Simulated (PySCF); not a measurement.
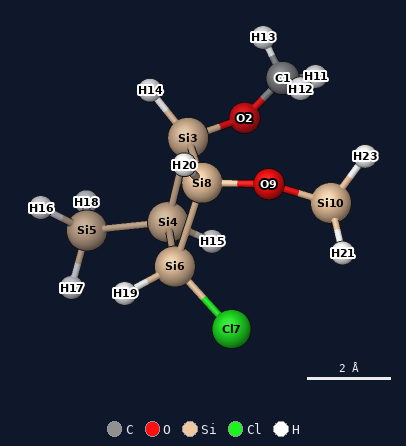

Figure 1. The structure (ball-and-stick view, seen at a tilt; atoms are numbered from 1 in the order of the input). Bond lengths as drawn: Cl–Si 2.05 Å, C–H 1.09 Å, C–O 1.39 Å, H–Si 1.46 to 1.48 Å, O–Si 1.62 to 1.64 Å and Si–Si 2.32 to 2.40 Å.

NMR shielding calculation, with input and output: CH13ClO2Si6

System: CH13ClO2Si6, SMILES CO[Si@H]1[Si@H]([SiH3])[Si@@H](Cl)[Si@H]1O[SiH3].
Method: GIAO PBE0/pcSseg-1 NMR shielding, non-relativistic, gas phase (PySCF 2.14.0).

The geometry comes from this level: GFN2-xTB. Figures and captions count atoms from 1; the log counts them from 0 in places.

Input
```
{"job": {"xc": "PBE0", "basis": "pcSseg-1", "kind": "nmr", "pop": false}, "charge": 0, "multiplicity": 1}
C      0.918404     2.670086    -1.304674
O     -0.071153     1.736930    -0.996942
Si    -0.525710     1.155695     0.458809
Si    -1.786262    -0.767473    -0.114570
Si    -4.033837    -0.870087     0.445275
Si    -0.205014    -2.062777     1.145166
Cl     0.724928    -3.562891     0.102882
Si     1.116768    -0.141685     1.542363
O      2.438323    -0.179936     0.566095
Si     3.190748    -0.573234    -0.808516
H      0.938029     2.798575    -2.387538
H      1.895985     2.318171    -0.967089
H      0.706271     3.632742    -0.832549
H     -1.083534     2.289678     1.231143
H     -1.733711    -1.119162    -1.554524
H     -4.222529    -0.415686     1.827623
H     -4.601176    -2.219974     0.388460
H     -4.924704    -0.040586    -0.372426
H     -0.728504    -2.787097     2.317026
H      1.802829     0.144399     2.811697
H      3.849744    -1.855764    -0.590582
H      2.190446    -0.642833    -1.873174
H      4.138907     0.519894    -1.023878
```

The first line tells a small driver script what to run in PySCF; the rest is the geometry in Å.

Hardware: 1 CPU thread, shared host.

Command:
```bash
OMP_NUM_THREADS=1 python <driver script> task.json out
```

Log
```
coarse grid: 22688 points
cycle   1  E = -2392.1942347009  dE =  8.963e-01  |g| = 1.026e+00  |ddm| = 4.583e+00
cycle   2  E = -2391.6439818722  dE =  5.503e-01  |g| = 1.929e+00  |ddm| = 3.235e+00
cycle   3  E = -2392.3866165253  dE = -7.426e-01  |g| = 1.161e-01  |ddm| = 2.565e+00
cycle   4  E = -2392.3893104578  dE = -2.694e-03  |g| = 5.091e-02  |ddm| = 2.316e-01
cycle   5  E = -2392.3898602025  dE = -5.497e-04  |g| = 1.434e-02  |ddm| = 8.626e-02
cycle   6  E = -2392.3899001739  dE = -3.997e-05  |g| = 5.467e-03  |ddm| = 2.300e-02
cycle   7  E = -2392.3899057349  dE = -5.561e-06  |g| = 1.125e-03  |ddm| = 6.326e-03
final grid: 186768 points
cycle   8  E = -2392.4627076278  dE = -2.378e-05  |g| = 1.118e-02  |ddm| = 2.818e-02
cycle   9  E = -2392.4626806998  dE =  2.693e-05  |g| = 1.655e-02  |ddm| = 2.009e-02
cycle  10  E = -2392.4627274864  dE = -4.679e-05  |g| = 1.570e-03  |ddm| = 1.409e-02
cycle  11  E = -2392.4627279750  dE = -4.886e-07  |g| = 3.048e-04  |ddm| = 2.005e-03
cycle  12  E = -2392.4627279972  dE = -2.223e-08  |g| = 4.182e-05  |ddm| = 3.405e-04
cycle  13  E = -2392.4627279975  dE = -2.965e-10  |g| = 2.318e-05  |ddm| = 9.198e-05
```

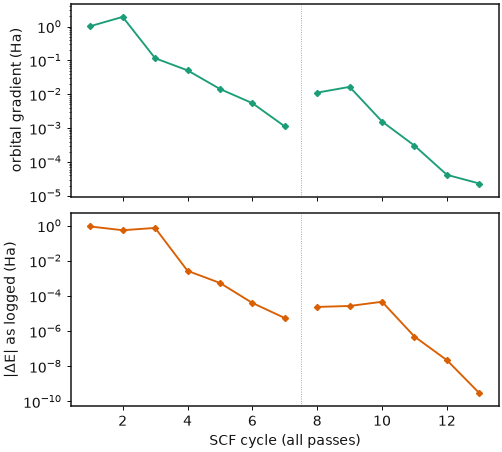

Figure 2. Convergence of the self-consistent field: orbital gradient and size of the energy change against the SCF cycle. The dotted line marks the change from a coarse to the final integration grid. The first 7 cycles use a coarse grid, the final grid takes over at cycle 8, and the field converges after 13 cycles in all.

```
converged SCF energy = -2392.4627279975

GIAO shielding tensors (ppm)
atom      isotropic    diamagn.    paramagn.     s11        s22        s33       span
  0 C      131.072     243.108    -112.036    103.761    104.862    184.594     80.833
  1 O      343.481     401.718     -58.237    277.096    364.957    388.391    111.296
  2 Si     344.278     882.548    -538.270    264.707    338.289    429.837    165.130
  3 Si     443.632     883.835    -440.203    399.520    430.963    500.413    100.894
  4 Si     465.081     879.452    -414.371    436.472    474.539    484.233     47.760
  5 Si     353.614     880.605    -526.990    271.732    375.080    414.032    142.300
  6 Cl    1019.839    1150.153    -130.314    914.849   1042.453   1102.216    187.367
  7 Si     334.720     881.051    -546.331    275.181    363.161    365.818     90.636
  8 O      349.087     400.469     -51.382    229.818    405.964    411.479    181.662
  9 Si     387.865     880.746    -492.881    349.966    355.919    457.712    107.746
 10 H       27.618      28.653      -1.035     23.629     24.885     34.342     10.713
 11 H       27.820      31.203      -3.383     22.123     28.000     33.338     11.215
 12 H       28.101      28.058       0.043     24.071     25.490     34.743     10.673
 13 H       25.718      30.656      -4.939     23.058     24.162     29.934      6.876
 14 H       27.350      31.717      -4.366     24.342     25.894     31.816      7.474
 15 H       28.374      28.773      -0.398     24.851     26.498     33.775      8.924
 16 H       28.027      28.118      -0.091     23.942     26.138     34.001     10.059
 17 H       27.991      28.274      -0.283     24.191     25.714     34.069      9.878
 18 H       25.801      30.026      -4.225     21.874     24.925     30.605      8.731
 19 H       25.110      29.478      -4.368     22.033     23.490     29.806      7.773
 20 H       26.435      29.401      -2.966     22.617     25.314     31.372      8.756
 21 H       26.432      32.764      -6.332     23.669     25.950     29.677      6.008
 22 H       26.600      29.208      -2.608     23.198     24.648     31.954      8.756
```

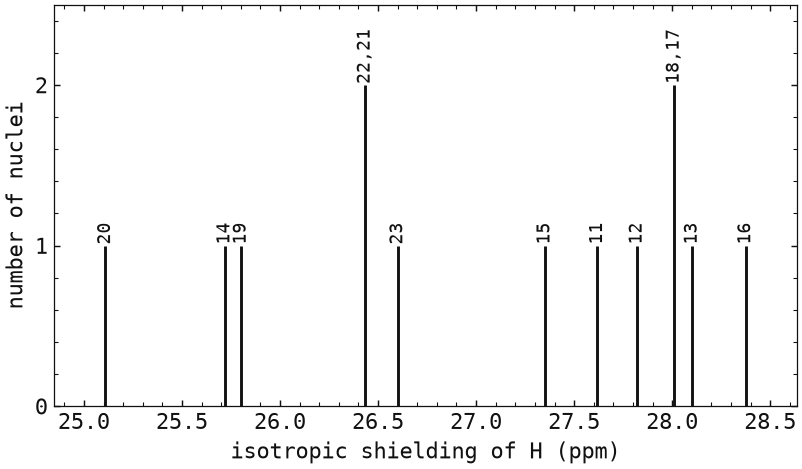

Figure 3. Isotropic shieldings of the hydrogen nuclei in this fixed geometry, labelled by atom number; shielding grows to the right, so chemical shift grows to the left. The least shielded is H20 (25.1 ppm), the most shielded H16 (28.4 ppm).

Results in brief

| quantity | value |
| --- | --- |
| outcome | converged |
| total energy | −2392.462728 hartree |
| HOMO | −6.95 eV |
| LUMO | −2.33 eV |
| dipole moment | 2.31 D |
| isotropic shielding, C | 131.1 ppm |
| isotropic shielding, O | 343.5 to 349.1 ppm |
| isotropic shielding, Si | 334.7 to 465.1 ppm |
| isotropic shielding, Cl | 1019.8 ppm |
| isotropic shielding, H | 25.1 to 28.4 ppm |
| wall time | 86 s |
| peak memory | 1.6 GiB |
